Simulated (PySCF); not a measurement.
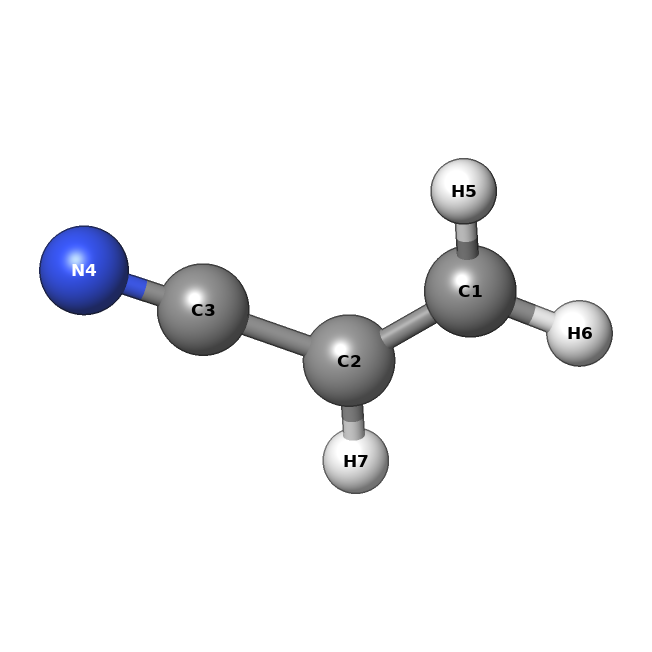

The geometry was computed by an optimisation with PBE0-D3(BJ)/def2-TZVP. No frequency run is at hand to confirm it as a minimum. Level of theory: B97-2/pcJ-2 indirect spin-spin coupling, non-relativistic, gas phase (PySCF 2.14.0). Isotopes: 13C, 1H, 15N.

Give the spin–spin coupling constants of these pairs, with the number of bonds between them: C1/C2, C1/H5, C2/H7, C2/C3, C3/N4, C1/H7, C2/H5, C3/H7, H5/H6, C1/N4, C3/H5, N4/H7, H5/H7.

```csv
pair,bonds apart,J (Hz)
"C1, C2",1,74.7
"C1, H5",1,156.9
"C2, H7",1,162.2
"C2, C3",1,81.4
"C3, N4",1,−17.9
"C1, H7",2,−3.9
"C2, H5",2,−3.9
"C3, H7",2,1.7
"H5, H6",2,1.2
"C1, N4",3,−2.4
"C3, H5",3,9.9
"N4, H7",3,−2.0
"H5, H7",3,17.7
```
